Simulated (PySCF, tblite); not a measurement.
# C5H5F4O radical: geometry, infrared bands and EPR parameters

What infrared bands and EPR parameters should C5H5F4O radical (`C=CO[C](F)CC(F)(F)F`) show?

Computed with tblite 0.8.0 and PySCF 2.14.0, with density-fitted response routines of our own, on a single molecule in the gas phase. Atoms are numbered from 0 throughout.

**1. The starting structure**

15 atoms, charge 0, multiplicity 2; geometry from: force field or distance geometry start.

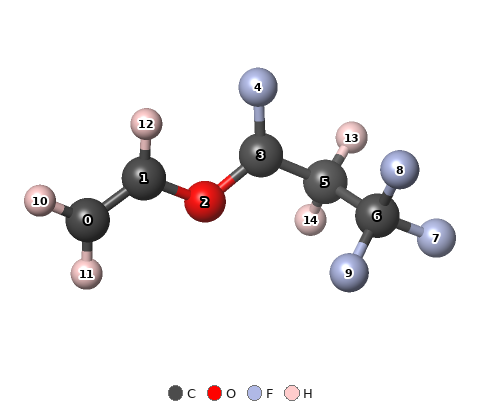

As it starts; carbon dark grey, oxygen red, fluorine light blue, hydrogen pink, atoms numbered; sticks join atoms by distance.

**2. Relaxing the molecule with GFN2-xTB**

Job settings and geometry (Å):

```
{"job": {"kind": "relax", "xc": "GFN2-xTB", "basis": "xTB"}, "charge": 0, "multiplicity": 2}
C     -2.656400    -1.166000    -1.259000
C     -2.005900    -0.340600    -0.448900
O     -0.639700    -0.158700    -0.542700
C     -0.037000     0.716600     0.327700
F     -0.731500     1.420600     1.255500
C      1.426000     0.895400     0.189300
C      2.202100    -0.079100     1.042300
F      3.538700     0.134700     0.913300
F      1.914200     0.049100     2.358900
F      1.959300    -1.364400     0.696400
H     -3.738600    -1.304500    -1.158600
H     -2.154300    -1.712300    -2.040100
H     -2.494400     0.210000     0.362000
H      1.693600     1.918300     0.482900
H      1.719400     0.789100    -0.855700
```

The run is started by

```sh
$ OMP_NUM_THREADS=1 python probes_run.py task.json out
```

One launch serves the whole session: the jobs run in the order shown.

Standard output:

```text
step      E/eV     max force
  0    -984.03380    1.738
  1    -984.12152    0.754
  2    -984.14469    0.409
  3    -984.15305    0.314
  4    -984.15826    0.300
  5    -984.16333    0.206
  6    -984.16589    0.158
  7    -984.16769    0.124
  8    -984.16957    0.131
  9    -984.17189    0.164
 10    -984.17451    0.194
 11    -984.17756    0.152
 12    -984.18124    0.175
 13    -984.18571    0.196
 14    -984.19075    0.195
 15    -984.19444    0.140
 16    -984.19679    0.122
 17    -984.19830    0.089
 18    -984.19968    0.149
 19    -984.20096    0.129
 20    -984.20246    0.114
 21    -984.20389    0.124
 22    -984.20609    0.136
 23    -984.20826    0.125
 24    -984.21015    0.110
 25    -984.21177    0.106
 26    -984.21342    0.114
 27    -984.21496    0.112
 28    -984.21641    0.120
 29    -984.21787    0.108
 30    -984.21933    0.109
 31    -984.22050    0.090
 32    -984.22125    0.060
 33    -984.22174    0.052
 34    -984.22224    0.074
 35    -984.22284    0.085
 36    -984.22359    0.058
 37    -984.22412    0.054
 38    -984.22458    0.054
 39    -984.22509    0.066
 40    -984.22563    0.055
 41    -984.22616    0.060
 42    -984.22676    0.062
 43    -984.22750    0.079
 44    -984.22836    0.081
 45    -984.22916    0.058
 46    -984.22975    0.058
 47    -984.23018    0.052
 48    -984.23058    0.050
 49    -984.23102    0.048
 50    -984.23143    0.042
 51    -984.23175    0.037
 52    -984.23204    0.045
 53    -984.23240    0.057
 54    -984.23292    0.060
 55    -984.23359    0.063
 56    -984.23423    0.057
 57    -984.23476    0.059
 58    -984.23523    0.060
 59    -984.23575    0.054
 60    -984.23625    0.050
 61    -984.23663    0.053
 62    -984.23692    0.047
 63    -984.23721    0.042
 64    -984.23750    0.047
 65    -984.23774    0.059
 66    -984.23791    0.029
 67    -984.23804    0.025
 68    -984.23813    0.023
 69    -984.23821    0.021
 70    -984.23825    0.016
 71    -984.23829    0.012
 72    -984.23831    0.013
 73    -984.23833    0.012
 74    -984.23835    0.011
 75    -984.23837    0.014
 76    -984.23840    0.013
 77    -984.23842    0.012
 78    -984.23844    0.012
 79    -984.23846    0.012
 80    -984.23848    0.015
 81    -984.23852    0.015
 82    -984.23855    0.012
 83    -984.23857    0.011
 84    -984.23858    0.011
 85    -984.23859    0.012
 86    -984.23861    0.011
 87    -984.23863    0.007
```

It took 0.45 s on 1 thread of Arm Neoverse V2, shared host.

Along the way: (not every step is listed)

| step | energy from step 0 (eV) | largest force (eV/Å) |
| --- | --- | --- |
| 0 | 0.0000 | 1.7378 |
| 1 | -0.0877 | 0.7543 |
| 2 | -0.1109 | 0.4092 |
| 3 | -0.1192 | 0.3141 |
| 4 | -0.1245 | 0.3000 |
| 5 | -0.1295 | 0.2064 |
| 6 | -0.1321 | 0.1582 |
| 7 | -0.1339 | 0.1240 |
| 8 | -0.1358 | 0.1311 |
| 15 | -0.1606 | 0.1396 |
| 22 | -0.1723 | 0.1362 |
| 29 | -0.1841 | 0.1081 |
| 36 | -0.1898 | 0.0576 |
| 43 | -0.1937 | 0.0790 |
| 50 | -0.1976 | 0.0416 |
| 57 | -0.2010 | 0.0589 |
| 64 | -0.2037 | 0.0470 |
| 71 | -0.2045 | 0.0124 |
| 78 | -0.2046 | 0.0124 |
| 82 | -0.2047 | 0.0122 |
| 83 | -0.2048 | 0.0114 |
| 84 | -0.2048 | 0.0114 |
| 85 | -0.2048 | 0.0116 |
| 86 | -0.2048 | 0.0112 |
| 87 | -0.2048 | 0.0075 |

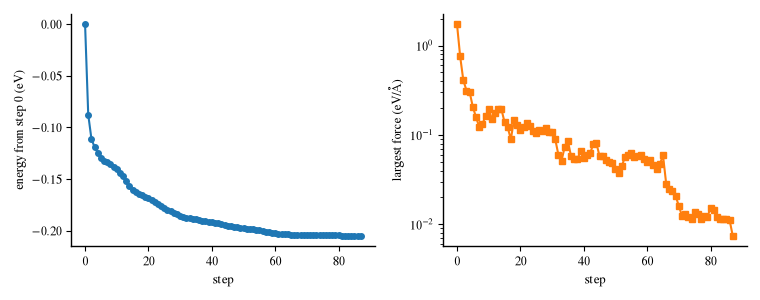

Energy and largest force along the relaxation.

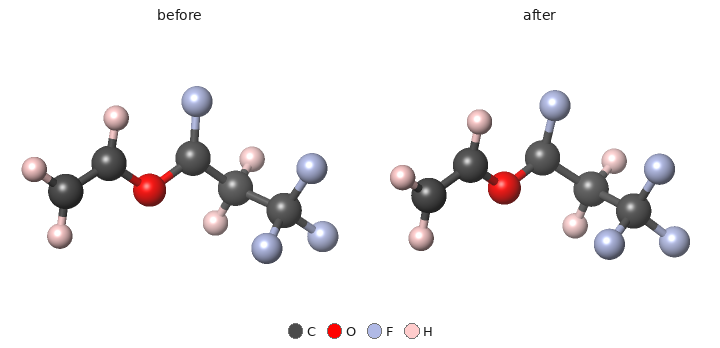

The geometry before (left) and after (right).

Close pairs (by a distance rule), those that changed most:

| bond | before (Å) | after (Å) | change (Å) |
| --- | --- | --- | --- |
| O2–C3 | 1.374 | 1.337 | -0.036 |
| C1–O2 | 1.381 | 1.353 | -0.029 |
| C5–C6 | 1.510 | 1.536 | +0.027 |
| C0–H10 | 1.096 | 1.072 | -0.023 |
| C6–F8 | 1.354 | 1.336 | -0.018 |
| C6–F7 | 1.360 | 1.343 | -0.017 |
| C6–F9 | 1.353 | 1.338 | -0.015 |
| C1–H12 | 1.095 | 1.083 | -0.013 |

The final coordinates are the input of the step that follows.

**3. Infrared spectrum with GFN2-xTB**

Job settings and geometry (Å):

```
{"job": {"kind": "ir", "xc": "GFN2-xTB", "basis": "xTB"}, "charge": 0, "multiplicity": 2}
C     -2.527423    -1.218211    -1.170550
C     -1.924473    -0.346979    -0.364571
O     -0.648314     0.035454    -0.598606
C     -0.045822     1.012338     0.087789
F     -0.664279     1.417152     1.230931
C      1.445628     1.003270     0.133848
C      2.020921    -0.129812     0.997266
F      3.362307    -0.148167     0.937903
F      1.695621    -0.009237     2.287211
F      1.602165    -1.336276     0.599378
H     -3.532595    -1.535042    -0.973434
H     -2.019935    -1.630917    -2.023100
H     -2.408729     0.081311     0.503816
H      1.805795     1.944881     0.551992
H      1.834720     0.868224    -0.876474
```

Standard output:

```text
mode    cm-1     km/mol
  1      22.9      0.29
  2      48.9      1.00
  3      78.8      0.89
  4     111.9      2.86
  5     153.0      1.07
  6     176.5      3.87
  7     273.6      0.87
  8     285.0      2.17
  9     350.9      1.48
 10     396.1      1.09
 11     447.1     39.17
 12     470.8      9.58
 13     482.5     19.55
 14     572.3     26.90
 15     638.1     30.53
 16     645.9      1.53
 17     793.3      4.82
 18     817.6     17.00
 19     823.2     26.54
 20     875.5     34.39
 21     958.1      4.85
 22     971.2     30.86
 23    1037.6     58.00
 24    1055.0    275.53
 25    1136.4    164.05
 26    1151.1    117.01
 27    1176.1    340.00
 28    1214.2     35.02
 29    1267.4     58.22
 30    1300.3     21.78
 31    1313.9     59.04
 32    1361.6      5.42
 33    1395.1     18.73
 34    1624.4     38.48
 35    3000.1      0.69
 36    3009.2      0.48
 37    3061.7     13.83
 38    3136.7      4.12
 39    3182.9     10.49
```

Run time: 0.41 s. Hardware: 1 thread of Arm Neoverse V2, shared host.

Which atoms move in the most intense modes:

```csv
cm⁻¹,km/mol,atoms
447,39.2,"C3 37 %, F9 16 %, F8 16 %, F7 15 %"
1038,58.0,"C6 23 %, H13 21 %, H14 11 %"
1055,275.5,"C6 70 %, F7 21 %"
1136,164.1,"C6 57 %, C5 10 %"
1151,117.0,"C1 30 %, O2 18 %, C6 16 %"
1176,340.0,"C6 34 %, H13 18 %, C3 18 %"
1267,58.2,"H13 42 %, C5 22 %, H14 21 %"
1314,59.0,"C3 38 %, H12 27 %, O2 22 %"
```

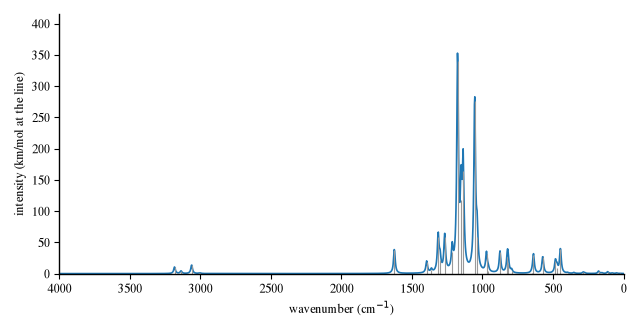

The infrared spectrum from these modes, unscaled. Lines are broadened to a width of 14 cm⁻¹ (Lorentzian).

**4. EPR parameters: B3LYP/pcH-1**

The job, as its differences from that of step 3:

```diff
@@ -1,2 +1,2 @@
-{"job": {"kind": "ir", "xc": "GFN2-xTB", "basis": "xTB"}, "charge": 0, "multiplicity": 2}
+{"job": {"kind": "epr", "basis": "pcH-1"}, "charge": 0, "multiplicity": 2}
 C     -2.527423    -1.218211    -1.170550
```

Level: UKS B3LYP, pcH-1 on C F H O, non-relativistic, mean-field spin-orbit, GIAO.

Standard output:

```text
UKS, coarse grid
  cycle   1  E = -667.86640023  |g| = 8.23e-01
  cycle   2  E = -667.52536532  |g| = 1.33e+00
  cycle   3  E = -668.08995470  |g| = 7.79e-02
  cycle   4  E = -668.09199809  |g| = 4.72e-02
  cycle   5  E = -668.09306188  |g| = 1.28e-02
  cycle   6  E = -668.09312279  |g| = 6.62e-03
  cycle   7  E = -668.09314339  |g| = 2.16e-03
  cycle   8  E = -668.09314537  |g| = 1.23e-03
  cycle   9  E = -668.09314638  |g| = 3.50e-04
UKS, final grid
  cycle   1  E = -668.09313684  |g| = 4.09e-04
  cycle   2  E = -668.09313682  |g| = 6.33e-04
  cycle   3  E = -668.09313695  |g| = 8.74e-05
  cycle   4  E = -668.09313697  |g| = 6.91e-05
  cycle   5  E = -668.09313698  |g| = 4.06e-05
  cycle   6  E = -668.09313698  |g| = 8.75e-06
E = -668.09313698 Eh   <S^2> = 0.7552 (exact 0.7500)
g shifts (ppm)      1          2          3
  rmc          -240       -240       -240
  gc              3         30         21
  oz_so        -101       1722       2467
  total        -338       1512       2247
hyperfine (MHz)  atom isotope    a_iso     a_fc   dipolar eigenvalues
    0   13C       9.47       9.47     -9.89     -8.93     18.82
    1   13C     -10.56     -10.56    -10.06      3.07      6.99
    2   17O     -27.07     -27.07    -49.45     23.16     26.29
    3   13C     297.88     297.88    -75.42    -74.29    149.71
    4   19F     203.09     203.09   -206.86   -176.67    383.53
    5   13C      16.02      16.02     -3.17     -2.58      5.75
    6   13C      82.86      82.86     -5.25     -4.88     10.13
    7   19F      37.16      37.16    -19.54    -18.64     38.19
    8   19F       0.46       0.46     -4.95     -2.21      7.16
    9   19F       0.18       0.18     -4.98     -2.34      7.32
   10    1H      -8.47      -8.47     -4.99     -0.53      5.52
   11    1H      -7.69      -7.69     -2.75     -1.06      3.81
   12    1H       2.97       2.97     -4.09     -3.39      7.48
   13    1H      18.64      18.64     -6.20     -4.43     10.63
   14    1H      16.10      16.10     -6.05     -4.44     10.49
```

It took 1.8 min on 1 thread of Arm Neoverse V2, shared host; peak memory 0.97 GiB.

Principal g values 2.00198, 2.00383, 2.00457; g(iso) = 2.00346, against 2.00232 for a free electron.

Hyperfine couplings; where a row names several nuclei, a(iso) is their mean (it holds for fast rotation or exchange) and the dipolar term the largest among them:

| nuclei | isotope | a(iso) (MHz) | a(iso) (G, at g = 2.0023) | largest dipolar term (MHz) |
| --- | --- | --- | --- | --- |
| C3 | 13C | 297.9 | 106.3 | 149.7 |
| F4 | 19F | 203.1 | 72.5 | 383.5 |
| C6 | 13C | 82.9 | 29.6 | 10.1 |
| O2 | 17O | -27.1 | -9.7 | -49.5 |
| H13, H14 | 1H | 17.4 | 6.2 | 10.6 |
| C5 | 13C | 16.0 | 5.7 | 5.7 |
| F7, F8, F9 | 19F | 12.6 | 4.5 | 38.2 |
| C1 | 13C | -10.6 | -3.8 | -10.1 |
| C0 | 13C | 9.5 | 3.4 | 18.8 |
| H10 | 1H | -8.5 | -3.0 | 5.5 |
| H11 | 1H | -7.7 | -2.7 | 3.8 |
| H12 | 1H | 3.0 | 1.1 | 7.5 |

Mulliken spin populations:

C0 0.13; C1 -0.06; O2 0.08; C3 0.80; F4 0.05; C5 -0.04; C6 0.04; F7 0.01; F8 0.00; F9 0.00; H10 -0.01; H11 -0.01; H12 0.00; H13 0.01; H14 0.00

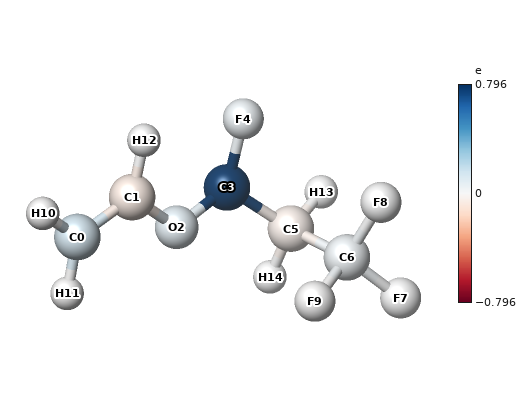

Mulliken spin populations, as colours on the atoms.

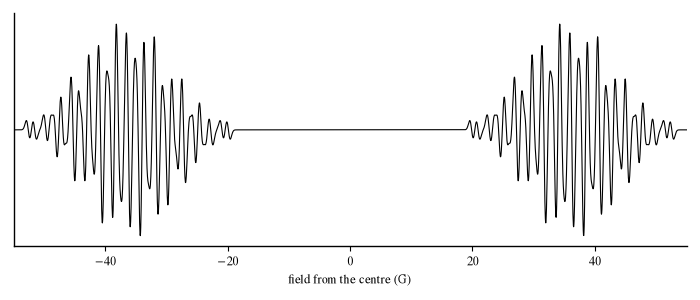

First-order isotropic spectrum (first derivative, main isotopes with spin only, couplings over 0.8 MHz, Gaussian width 0.3 G; couplings of the frozen geometry, rotation of groups not averaged beyond the rows shown).

Orbitals, density, ELF and potential are computed afterwards from the orbital file.

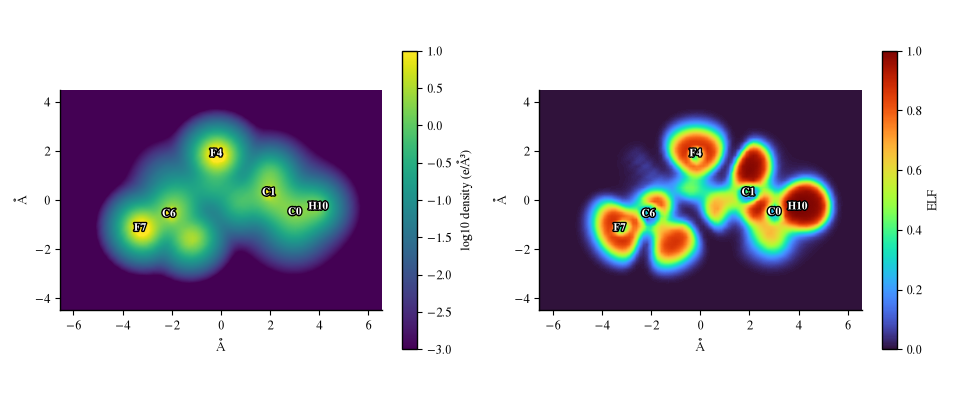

Density (left) and ELF (right) in a plane through or near 6 of the atoms.

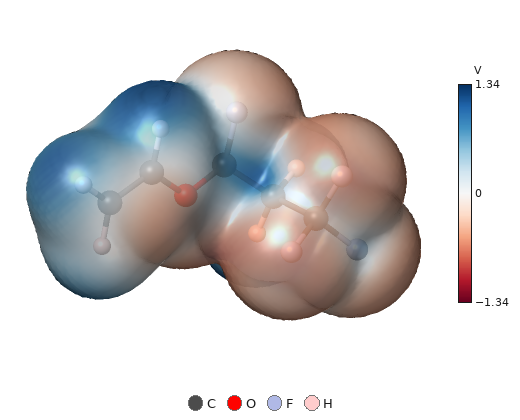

Electrostatic potential on the surface of density 0.002 e/bohr³; red is low, blue high. It runs from -0.61 V near F9 to 1.34 V near H13.

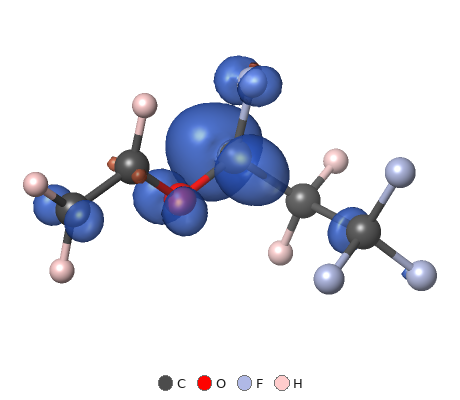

Spin density at ±0.05 e/Å³ (alpha excess blue, beta excess red).

**5. Summary of results**

| quantity | value |
| --- | --- |
| strongest single infrared mode (GFN2-xTB) | 1176 cm⁻¹, 340 km/mol |
| zero-point energy (GFN2-xTB) | 58.4 kcal/mol |
| g(iso) (B3LYP) | 2.00346 |
| ⟨S²⟩ | 0.755 (exact 0.75) |
| largest a(iso) (averaged by class) | 13C on C3, 297.9 MHz |
| surface potential, least and greatest | -0.61 V and 1.34 V |

What this shows: Over 87 steps the energy fell by 0.205 eV; of the close pairs, O2–C3 changed most, 1.374 to 1.337 Å. All 39 modes are real, so the xTB geometry is a minimum. The strongest single mode, at 1176 cm⁻¹, has its largest shares on C6, H13 and C3 (the list is cut at 3 atoms). GFN2-xTB is a fitted tight-binding method: band positions and strengths are rough. Its intensities can rank the bands wrongly. C3 carries the largest spin population, 0.80 e. The isotropic g lies 1.1 ppt above the free-electron value.
